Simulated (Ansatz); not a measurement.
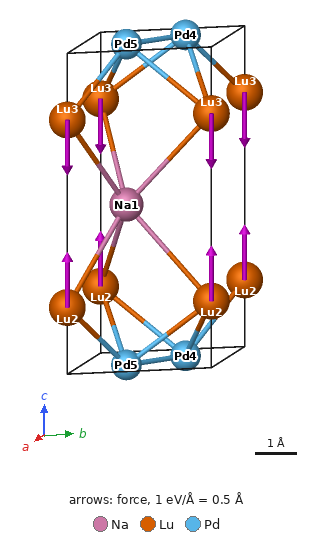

Starting geometry of a crystal of NaLu2Pd2 (a generated structure, set up in P-6m2) (coarse preliminary run) with the computed forces as purple arrows. The picture is a ball-and-stick view of the cell of the calculation, seen slightly off an axis.

Method: Ansatz, DFT PBE, scalar-relativistic, plane waves, PAW. (plane-wave cutoff 420 eV; k-point mesh 6 × 6 × 2; occupations gaussian; smearing width 0.1 eV; no spin polarisation; cell and atoms relaxed; force threshold 0.04 eV/Å; at most 70 steps)

**Is this structure relaxed? If not, where do the atoms go?**

It isn't relaxed: the largest force vector, on Lu atoms, is 2.82 eV/Å. Measured relative to the changing cell, the final displacements run against the starting forces (cosine between the two patterns −1.00). The energy falls by 1007 meV per atom in 8 accepted moves (10 points after the start). The largest force component goes from 2.8 to 0.017 eV/Å. The pressure goes from 46.19 to −0.09 GPa. At 2 points the geometry stayed and the basis and grid were re-selected for the new cell (energy shift of 25.9 meV per atom at most each time). The largest moves relative to the cell, 0.21 Å, are those of Lu2 and Lu3. Lu3 goes along +c. Na and Pd stay in place. The drawn cell changes as follows: a = b 3.766 → 4.442 Å (+18.0 %), c 8.093 → 8.552 Å (+5.7 %); the volume changes by +47.0 %. Some distances before and after: Na1–Lu2 3.213 → 3.730 Å, Pd4–Pd5 2.174 → 2.565 Å, Lu2–Pd4 2.748 → 3.006 Å, Lu2–Lu3 3.362 → 3.135 Å. The space group stays P-6m2 (No. 187). The run took 2.3 min on 1 thread of Arm Neoverse V2, on a shared host, peak memory 0.41 GiB.

Limits of the set-up: the k-point mesh is coarse for a cell with partly filled bands.
